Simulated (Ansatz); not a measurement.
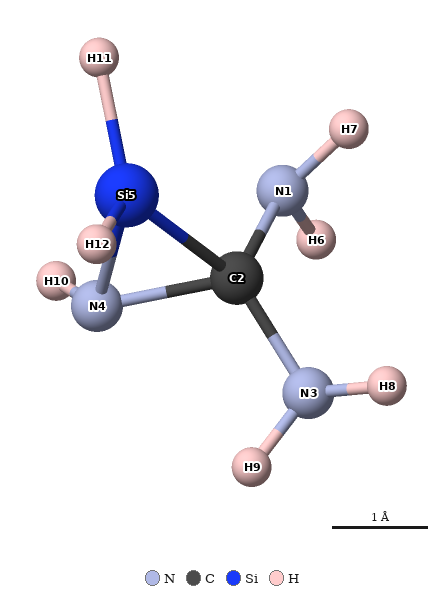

Fig. 1: The structure (ball-and-stick view, seen at a tilt; atoms are numbered from 1 in the order of the input). Bond lengths as drawn: C–N 1.43 to 1.50 Å, C–Si 1.92 Å, H–N 1.01 to 1.02 Å, H–Si 1.48 to 1.49 Å and N–Si 1.80 Å.

## Frequency calculation of CH7N3Si

- system: CH7N3Si, SMILES NC1(N)N[SiH2]1
- method: PBE-QIDH/3-21G, RKS (Ansatz 0.2.0)

The geometry was optimised with PBE-QIDH/3-21G. Figures and captions count atoms from 1; the log counts them from 0 in places.

**Input file**
```yaml
basis:
  gaussian: {orbitals: 3-21G.json}
crystal:
  periodic: [false, false, false]
  atoms:
    - symbol: N
      position_ang: [-0.700294, 1.325269, -0.201662]
    - symbol: C
      position_ang: [0.175010, 0.203625, 0.046442]
    - symbol: N
      position_ang: [1.421993, 0.518092, 0.678974]
    - symbol: "N"
      position_ang: [0.389581, -0.696815, -1.137000]
    - symbol: Si
      position_ang: [-0.778402, -1.466191, -0.001486]
    - symbol: H
      position_ang: [-0.154218, 2.146259, -0.464729]
    - symbol: H
      position_ang: [-1.316645, 1.536963, 0.575800]
    - symbol: H
      position_ang: [1.381502, 0.605141, 1.687842]
    - symbol: H
      position_ang: [2.163715, -0.093573, 0.358383]
    - symbol: H
      position_ang: [0.117319, -0.280697, -2.027433]
    - symbol: H
      position_ang: [-2.238967, -1.457798, -0.286557]
    - symbol: H
      position_ang: [-0.303389, -2.732362, 0.610225]
phonons: {amplitude: 0.02, temperatures: {t_min: 100, t_max: 600, t_step: 100}}
hamiltonian: {xc: {name: PBE-QIDH}}
```

Hardware: 1 thread of Intel Xeon @ 2.50GHz (Skylake/Cascade Lake), 12 GiB of memory available, shared host.

Launch command:
```bash
ansatz run job.yaml --threads 1 --pin off --max-ram 2610MiB --events-out events.jsonl --progress --plain --runs-dir runs
```

**The program's output**
```
Functional definition: PBE-QIDH
  name "PBE-QIDH"
  parameter a = 3^(-1/3)
  parameter c = 1/3
  exchange = (1 - a)*pbe_x + a*exact_x
  correlation = (1 - c)*pbe_c + c*(mp2_os + mp2_ss)
870 factors; integrals over basis functions are off by at most 3.0e-4 eV
mean field evaluation 1: about -13398.4183 eV, gradient 4.1e1 eV
mean field evaluation 2: about -13398.4145 eV, gradient 4.1e1 eV
mean field evaluation 4: about -13401.8778 eV, gradient 3.4e0 eV
mean field evaluation 8: about -13401.9087 eV, gradient 1.8e-1 eV
mean field evaluation 16: about -13401.9090 eV, gradient 2.3e-5 eV
mean field -13401.90896525 eV, -492.5110703328 hartree, gradient 4.7e-6 eV, S^2 0.000000; 0 other end points of the search recorded, 0 dependent functions left out
9 core orbitals not correlated: weight in the atoms' cores, before any rotation towards them, 1.000 or more for the frozen orbitals, at most 0.000 for the correlated occupied ones
reference -13401.90897438 eV, -492.5110706685 hartree; 15, 15 occupied and 39, 39 virtual orbitals, 870 factors
second order -14.71470828 eV of doubles, -0.00000000 eV of singles
the calculation of the forces begins
these checks for a lower state are left out or cut short: starts, cluster_reference, orbital_swaps, neighbouring_geometries, increment
870 factors; integrals over basis functions are off by at most 3.0e-4 eV
mean field -13401.90339819 eV, -492.5108657472 hartree, gradient 1.2e-6 eV, S^2 0.000000; 0 other end points of the search recorded, 0 dependent functions left out
[... from here on the field's lines of each further geometry are left out, up to the last ...]
9 core orbitals not correlated: weight in the atoms' cores, before any rotation towards them, 1.000 or more for the frozen orbitals, at most 0.000 for the correlated occupied ones
reference -13401.90755766 eV, -492.5110186047 hartree; 15, 15 occupied and 39, 39 virtual orbitals, 870 factors
second order -14.71644762 eV of doubles, -0.00000000 eV of singles
the calculation of the forces begins
these checks for a lower state are left out or cut short: starts, cluster_reference, orbital_swaps, neighbouring_geometries, increment
870 factors; integrals over basis functions are off by at most 3.0e-4 eV
mean field -13401.90857648 eV, -492.5110560459 hartree, gradient 1.2e-6 eV, S^2 0.000000; 0 other end points of the search recorded, 0 dependent functions left out
9 core orbitals not correlated: weight in the atoms' cores, before any rotation towards them, 1.000 or more for the frozen orbitals, at most 0.000 for the correlated occupied ones
reference -13401.90858562 eV, -492.5110563814 hartree; 15, 15 occupied and 39, 39 virtual orbitals, 870 factors
second order -14.71314042 eV of doubles, -0.00000000 eV of singles
the calculation of the forces begins
Total energy: -13406.81387715 eV, -492.6913225203 hartree
Atom 0 at    -0.700294     1.325269    -0.201662 Å, force    -0.003923     0.003194     0.000951 eV/Å
Atom 1 at     0.175010     0.203625     0.046442 Å, force     0.000746    -0.005618    -0.006284 eV/Å
Atom 2 at     1.421993     0.518092     0.678974 Å, force     0.002194     0.001703    -0.003666 eV/Å
Atom 3 at     0.389581    -0.696815    -1.137000 Å, force    -0.008779    -0.001902     0.008274 eV/Å
Atom 4 at    -0.778402    -1.466191    -0.001486 Å, force     0.005896     0.002211    -0.009483 eV/Å
Atom 5 at    -0.154218     2.146259    -0.464729 Å, force     0.000669     0.000997    -0.000071 eV/Å
Atom 6 at    -1.316645     1.536963     0.575800 Å, force    -0.001466     0.001945     0.000438 eV/Å
Atom 7 at     1.381502     0.605141     1.687842 Å, force    -0.000693    -0.000523     0.005341 eV/Å
Atom 8 at     2.163715    -0.093573     0.358383 Å, force     0.001764    -0.001216    -0.001796 eV/Å
Atom 9 at     0.117319    -0.280697    -2.027433 Å, force     0.003307    -0.000272     0.003113 eV/Å
Atom 10 at    -2.238967    -1.457798    -0.286557 Å, force     0.000052     0.000147     0.001001 eV/Å
Atom 11 at    -0.303389    -2.732362     0.610225 Å, force     0.000235    -0.000666     0.002183 eV/Å
Dipole moment:    -0.114500     0.148070     0.342281 e Å
Vibrations: 183.33 234.97 288.21 381.02 399.23 457.90 516.30 555.34 579.75 656.21 709.11 726.21 749.41 785.82 920.64 994.25 1129.03 1148.26 1287.83 1316.68 1345.19 1719.96 1747.37 2257.86 2282.08 3497.72 3542.42 3553.71 3621.85 3673.98 cm⁻¹, zero-point energy 2.557896 eV
```

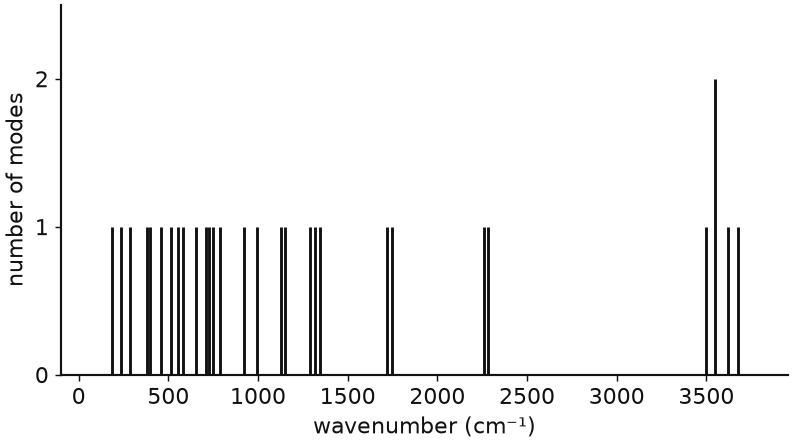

Fig. 2: Harmonic vibrational wavenumbers from the force constants; neighbouring modes closer than 16 cm⁻¹ are counted in one stick. 30 modes from 183 to 3674 cm⁻¹, none imaginary.

**Key numbers**

- outcome: converged
- total energy: −492.691323 hartree
- SCF energy: −492.511071 hartree
- basis functions: 63
- largest force: 0.012 eV/Å
- SCF solution under orbital rotations: stable
- zero-point energy: 0.094001 hartree
- dipole moment: 1.87 D
- wavenumbers, lowest and highest: 183 and 3674 cm⁻¹
- wall time: 8.6 min
- peak memory: 0.17 GiB
